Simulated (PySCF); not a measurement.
**C2H6BFN (SMILES NB[CH]CF) at UBP86/def2-SVP (density fitting with cc-pvtz-jkfit)**

Aim: the vertical ionisation energy of C2H6BFN at UBP86/def2-SVP (density fitting with cc-pvtz-jkfit), from 2 runs. 

The calculation is run with PySCF 2.14.0.

2 further runs of the same task are left out: 2 set aside as unsound or not needed.

## 1. The structure to begin with

C2H6BFN has 11 atoms, charge 0, and is taken as a doublet. SMILES: `NB[CH]CF`. Geometry: relaxed at GFN2-xTB. This is one conformer, not always the lowest.

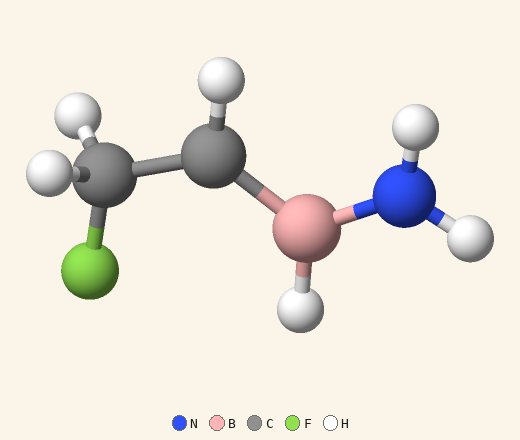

The structure, seen from a chosen angle (nitrogen blue, boron pink, carbon grey, fluorine green, hydrogen white).

## 2. The energy at UBP86/def2-SVP (density fitting with cc-pvtz-jkfit)

The input, geometry.xyz:

```xyz
11

N     -1.970380    -0.318980     0.723670
B     -0.732840    -0.634710     0.151520
C      0.290140     0.477700    -0.002220
C      1.641350     0.360680    -0.584460
F      1.938190    -0.898870    -1.044160
H     -2.704680    -0.989300     0.867430
H     -2.214550     0.606480     1.033650
H     -0.529550    -1.736470    -0.184960
H      0.087320     1.489080     0.330380
H      1.772270     1.037720    -1.445380
H      2.422720     0.606660     0.154530
```

The input, run.py:

```python
# NB[CH]CF
from pyscf import gto, dft

system = gto.Mole()
system.atom = 'geometry.xyz'
system.spin = 1
system.max_memory = 1860
system.basis = 'def2-svp'
system.charge = 0
system.verbose = 3
system.build()

mf = dft.UKS(system, xc='bp86')
mf = mf.density_fit(auxbasis='cc-pvtz-jkfit')
mf.conv_tol = 1e-10
mf.grids.level = 4
mf.kernel()
if not mf.converged:
    mf = mf.newton().run(mf.mo_coeff, mf.mo_occ)

e_final = mf.e_tot
print('E(%s) = %.9f' % ('BP86', e_final))
```

Launch:

```
OMP_NUM_THREADS=1 python run.py
```

Log:

```text
converged SCF energy = -259.04865733151  <S^2> = 0.753384  2S+1 = 2.0033811
E(BP86) = -259.048657332
```

It took 41 s on 1 thread of Arm Neoverse V1, shared host; peak memory 0.45 GiB.

## 3. The singlet cation at the same level

The input, job.py:

```python
from pyscf import gto, dft

mol = gto.Mole()
mol.atom = '''
N     -1.970380    -0.318980     0.723670
B     -0.732840    -0.634710     0.151520
C      0.290140     0.477700    -0.002220
C      1.641350     0.360680    -0.584460
F      1.938190    -0.898870    -1.044160
H     -2.704680    -0.989300     0.867430
H     -2.214550     0.606480     1.033650
H     -0.529550    -1.736470    -0.184960
H      0.087320     1.489080     0.330380
H      1.772270     1.037720    -1.445380
H      2.422720     0.606660     0.154530
'''
mol.verbose = 3
mol.charge = 1
mol.basis = 'def2-svp'
mol.max_memory = 1860
mol.build()

mf = dft.RKS(mol)
mf.xc = 'bp86'
mf = mf.density_fit(auxbasis='cc-pvtz-jkfit')
mf.conv_tol = 1e-10
mf.grids.level = 4
mf.kernel()
if not mf.converged:
    mf = mf.newton().run(mf.mo_coeff, mf.mo_occ)

etot = mf.e_tot
print('E(%s) = %.9f' % ('BP86', etot))
```

Launch:

```
OMP_NUM_THREADS=1 python job.py
```

Log:

```text
converged SCF energy = -258.749405913581
E(BP86) = -258.749405914
```

It took 25 s on 1 thread of Arm Neoverse V1, shared host; peak memory 0.42 GiB.

## 4. What came out

At UBP86/def2-SVP (density fitting with cc-pvtz-jkfit):

```
                                           quantity          value
                      doublet C2H6BFN: total energy  -259.04866 Eh
                     doublet C2H6BFN: dipole moment         3.12 D
doublet C2H6BFN: HOMO energy (highest over α and β)       -4.86 eV
 doublet C2H6BFN: LUMO energy (lowest over α and β)       -3.33 eV
                              doublet C2H6BFN: ⟨S²⟩          0.753
                       singlet cation: total energy  -258.74941 Eh
                        singlet cation: HOMO energy      -13.48 eV
                        singlet cation: LUMO energy      -11.31 eV
                      singlet cation: HOMO–LUMO gap        2.17 eV
 vertical ionisation energy (to the singlet cation)       8.143 eV
```

Removing an electron at fixed nuclei costs 8.14 eV (786 kJ/mol). Only the singlet of the ionised species was computed; a triplet could lie lower. Mulliken charges (doublet C2H6BFN) run from -0.23 on F5 to +0.25 on C4; they depend strongly on the basis.
